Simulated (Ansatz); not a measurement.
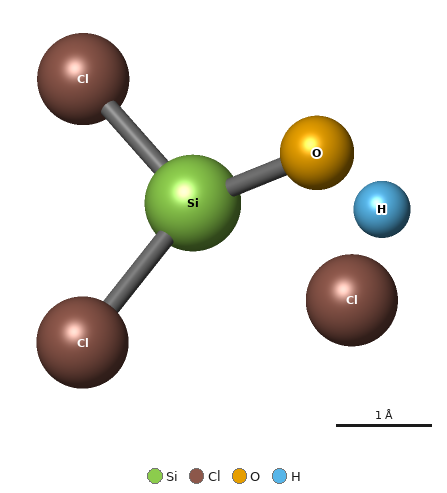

The input geometry (ball-and-stick view, seen at a tilt). Bond lengths as drawn: Cl–Si 2.04 Å and O–Si 1.62 Å.

# SiHCl3O: geometry relaxation

- system: SiHCl3O
- method: RKS B3LYP-D4/def2-SVP (Ansatz 0.2.0)

The input holds or restrains some coordinates.

### Log
```
The last accepted step is kept in [file] (removed where the run ends without a failure and the disk answers)
Engine: ansatz 0.2.0, aarch64-unknown-linux-gnu
Functional definition: B3LYP
  parameter a0 = 0.2
  parameter ax = 0.72
  parameter ac = 0.81
  exchange = (1 - a0 - ax)*slater_x + ax*b88_x + a0*exact_x
  correlation = (1 - ac)*vwn_rpa_c + ac*lyp_c
884 factors; integrals over basis functions are off by at most 3.3e-4 eV
mean field evaluation 1: about -47492.1761 eV, gradient 5.4e1 eV
mean field evaluation 2: about -47456.5394 eV, gradient 1.4e2 eV
mean field evaluation 4: about -47497.5232 eV, gradient 9.2e0 eV
mean field evaluation 8: about -47497.7430 eV, gradient 3.7e-1 eV
mean field evaluation 16: about -47497.7434 eV, gradient 3.9e-5 eV
mean field -47497.74338010 eV, -1745.5098740918 hartree, gradient 3.9e-5 eV, S^2 0.000000; 0 other end points of the search recorded, 0 dependent functions left out
the calculation of the forces begins
reference -47497.74360231 eV, -1745.5098822579 hartree; 37, 37 occupied and 54, 54 virtual orbitals, 884 factors
relax step   1: F+E_penalty+E_count = -47498.12913473 eV  Δ(F+E_penalty+E_count) = +0.000e0 eV  max|allowed force component| = 5.895e-1 eV/Å  Δτ_max = 0.0000 Å  (25 SCF iters, accepted)
  distance Cl 1 - H 3 held at 1.755802 Å   reaction = -3.3164e-1 eV/Å
  distance Si 0 - Cl 1 held at 2.489993 Å   reaction = +1.4828e0 eV/Å
  distance O 2 - H 3 held at 1.273499 Å   reaction = +2.6593e0 eV/Å
these checks for a lower state are left out or cut short: starts, cluster_reference, orbital_swaps, neighbouring_geometries, increment
884 factors; integrals over basis functions are off by at most 3.3e-4 eV
mean field -47497.74715047 eV, -1745.5100126504 hartree, gradient 1.8e-5 eV, S^2 0.000000; 0 other end points of the search recorded, 0 dependent functions left out
the calculation of the forces begins
reference -47497.74737274 eV, -1745.5100208188 hartree; 37, 37 occupied and 54, 54 virtual orbitals, 884 factors
relax step   2: F+E_penalty+E_count = -47498.13623580 eV  Δ(F+E_penalty+E_count) = -7.101e-3 eV  max|allowed force component| = 3.318e-1 eV/Å  Δτ_max = 0.0142 Å  (26 SCF iters, accepted)
  distance Cl 1 - H 3 held at 1.755802 Å   reaction = -3.6994e-1 eV/Å
  distance Si 0 - Cl 1 held at 2.489993 Å   reaction = +1.5856e0 eV/Å
  distance O 2 - H 3 held at 1.273499 Å   reaction = +2.5983e0 eV/Å
these checks for a lower state are left out or cut short: starts, cluster_reference, orbital_swaps, neighbouring_geometries, increment
884 factors; integrals over basis functions are off by at most 3.3e-4 eV
mean field -47497.74937687 eV, -1745.5100944691 hartree, gradient 1.4e-5 eV, S^2 0.000000; 0 other end points of the search recorded, 0 dependent functions left out
the calculation of the forces begins
reference -47497.74959913 eV, -1745.5101026368 hartree; 37, 37 occupied and 54, 54 virtual orbitals, 884 factors
relax step   3: F+E_penalty+E_count = -47498.13820468 eV  Δ(F+E_penalty+E_count) = -1.969e-3 eV  max|allowed force component| = 2.365e-2 eV/Å  Δτ_max = 0.0076 Å  (27 SCF iters, accepted)
  distance Cl 1 - H 3 held at 1.755802 Å   reaction = -3.4003e-1 eV/Å
  distance Si 0 - Cl 1 held at 2.489993 Å   reaction = +1.5267e0 eV/Å
  distance O 2 - H 3 held at 1.273499 Å   reaction = +2.5901e0 eV/Å
these checks for a lower state are left out or cut short: starts, cluster_reference, orbital_swaps, neighbouring_geometries, increment
884 factors; integrals over basis functions are off by at most 3.3e-4 eV
mean field evaluation 32: about -47497.7494 eV, gradient 1.1e-1 eV
mean field -47497.74943159 eV, -1745.5100964800 hartree, gradient 4.1e-5 eV, S^2 0.000000; 0 other end points of the search recorded, 0 dependent functions left out
the calculation of the forces begins
reference -47497.74965388 eV, -1745.5101046491 hartree; 37, 37 occupied and 54, 54 virtual orbitals, 884 factors
relax step   4: F+E_penalty+E_count = -47498.13825107 eV  Δ(F+E_penalty+E_count) = -4.639e-5 eV  max|allowed force component| = 1.457e-3 eV/Å  Δτ_max = 0.0017 Å  (20 SCF iters, accepted)
  distance Cl 1 - H 3 held at 1.755802 Å   reaction = -3.3754e-1 eV/Å
  distance Si 0 - Cl 1 held at 2.489993 Å   reaction = +1.5213e0 eV/Å
  distance O 2 - H 3 held at 1.273499 Å   reaction = +2.5879e0 eV/Å
```

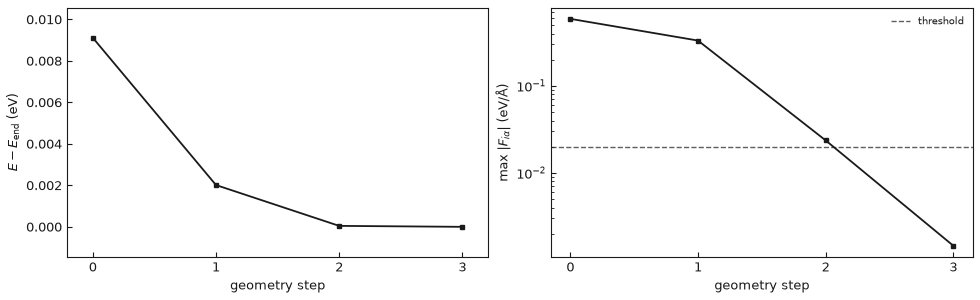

Progress of the restrained relaxation, step by step (the first geometry is step 0 here and step 1 in the log).

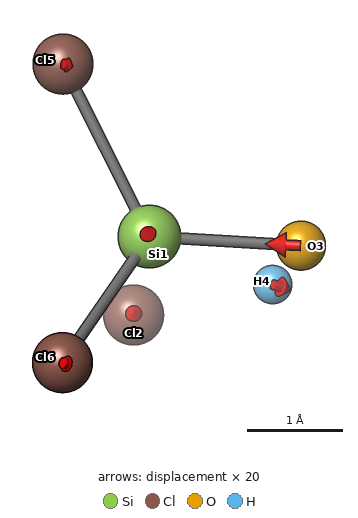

The starting structure with the displacements as red arrows, magnified 20 times (ball-and-stick view, seen at a tilt). The two geometries are laid on each other by the best rigid fit. O3 moves most after the best rigid fit: 0.020 Å. Largest moves by element: O 0.020 Å, H 0.012 Å, Si 0.009 Å, Cl 0.009 Å. Among the contacts that change: Si1–O3 1.619 → 1.604 Å, Si1–Cl5 2.035 → 2.027 Å. After 3 geometry steps the energy has fallen by 0.009 eV. The largest force component goes from 0.59 to 0.0015 eV/Å. (Atoms are counted from 1 in the order of the input.)

```
884 factors; integrals over basis functions are off by at most 3.3e-4 eV
mean field -47497.74943159 eV, -1745.5100964800 hartree, gradient 4.1e-5 eV, S^2 0.000000; 1 other end points of the search recorded, 0 dependent functions left out
the calculation of the forces begins
reference -47497.74965388 eV, -1745.5101046491 hartree; 37, 37 occupied and 54, 54 virtual orbitals, 884 factors
Total energy: -47498.13847337 eV, -1745.5243935017 hartree
Atom 0 at     0.269939     0.251997     0.339603 Å, force    -1.116768    -0.283832    -0.992702 eV/Å
Atom 1 at    -1.557662    -0.214709    -1.285858 Å, force     0.861100     0.490165     0.912926 eV/Å
Atom 2 at     0.771412    -1.212212    -0.079944 Å, force    -2.029282    -0.141362    -1.600415 eV/Å
Atom 3 at    -0.227248    -1.281260    -0.867161 Å, force     2.285067    -0.065484     1.679863 eV/Å
Atom 4 at     1.289205     1.892762    -0.275924 Å, force    -0.000910    -0.000462     0.001457 eV/Å
Atom 5 at    -0.545547     0.563622     2.169283 Å, force     0.000793     0.000974    -0.001129 eV/Å
Dipole moment:     0.083658     0.251167     0.199331 e Å
```

### Trajectory as extended XYZ (Å, eV, eV/Å), 4 frames, from step=1 to step=4
```
6
Properties=species:S:1:pos:R:3:forces:R:3 step=1 energy=-47498.12914
Si    0.2644    0.2481    0.3340   -0.8742  -0.5395  -0.9515
Cl   -1.5631   -0.2164   -1.2922    0.9173   0.5098   0.9680
O     0.7797   -1.2298   -0.0818   -2.3380   0.5052  -1.4887
H    -0.2263   -1.2701   -0.8615    2.3348  -0.2828   1.6062
Cl    1.2893    1.8987   -0.2727   -0.0830  -0.1430   0.0190
Cl   -0.5439    0.5697    2.1742    0.0431  -0.0498  -0.1531
6
Properties=species:S:1:pos:R:3:forces:R:3 step=2 energy=-47498.13624
Si    0.2728    0.2543    0.3433   -1.0574  -0.6274  -1.1351
Cl   -1.5555   -0.2099   -1.2820    0.8559   0.4951   0.9121
O     0.7738   -1.2191   -0.0813   -2.1424   0.1981  -1.5044
H    -0.2269   -1.2800   -0.8667    2.3138  -0.0865   1.6931
Cl    1.2870    1.8934   -0.2821    0.0127   0.0082   0.0209
Cl   -0.5512    0.5614    2.1689    0.0174   0.0125   0.0133
6
Properties=species:S:1:pos:R:3:forces:R:3 step=3 energy=-47498.13821
Si    0.2696    0.2523    0.3396   -1.1105  -0.3098  -1.0025
Cl   -1.5579   -0.2144   -1.2860    0.8631   0.4898   0.9145
O     0.7720   -1.2120   -0.0793   -2.0392  -0.1314  -1.6027
H    -0.2270   -1.2799   -0.8663    2.2866  -0.0772   1.6750
Cl    1.2888    1.8915   -0.2764    0.0100   0.0214  -0.0052
Cl   -0.5454    0.5627    2.1684   -0.0100   0.0072   0.0209
6
Properties=species:S:1:pos:R:3:forces:R:3 step=4 energy=-47498.13825
Si    0.2699    0.2520    0.3396   -1.1168  -0.2838  -0.9927
Cl   -1.5577   -0.2147   -1.2859    0.8611   0.4902   0.9129
O     0.7714   -1.2122   -0.0799   -2.0293  -0.1414  -1.6004
H    -0.2272   -1.2813   -0.8672    2.2851  -0.0655   1.6799
Cl    1.2892    1.8928   -0.2759   -0.0009  -0.0005   0.0015
Cl   -0.5455    0.5636    2.1693    0.0008   0.0010  -0.0011
```

This output came from the following input.

### Input
```yaml
crystal:
  periodic: [false, false, false]
  atoms:
    - { symbol: Si, position_ang: [0.264374, 0.248128, 0.334028] }
    - { symbol: Cl, position_ang: [-1.563088, -0.216399, -1.292214] }
    - { symbol: O, position_ang: [0.779745, -1.229763, -0.081778] }
    - { symbol: H, position_ang: [-0.226315, -1.270149, -0.861529] }
    - { symbol: Cl, position_ang: [1.289329, 1.898722, -0.272679] }
    - { symbol: Cl, position_ang: [-0.543946, 0.569661, 2.174172] }
basis:
  gaussian: { orbitals: def2-SVP }
hamiltonian:
  xc: { name: B3LYP }
  dispersion: d4
output:
  forces: true
relax:
  f_tol: 0.02
  max_steps: 120
  constraints: [{ distance: [1, 3] }, { distance: [0, 1] }, { distance: [2, 3] }]
  escape_saddle: false
```

Run as:
```bash
ansatz run input.yaml --threads 1 --pin off --max-ram 2560MiB --backend cpu --events-out ev --progress --plain --runs-dir out
```

### Results in brief

```json
{"quantity": "outcome", "value": "converged under the restraints of the input"}
{"quantity": "total energy", "value": "−47498.1385 eV"}
{"quantity": "mean-field energy", "value": "−47497.7497 eV"}
{"quantity": "largest force (length of the vector) at the end, held atoms and coordinates included", "value": "2.837 eV/Å"}
{"quantity": "hardware", "value": "1 thread of Arm Neoverse V2, 24 GiB of memory available, shared host"}
{"quantity": "wall time", "value": "18 s"}
{"quantity": "peak memory", "value": "0.2 GiB"}
```
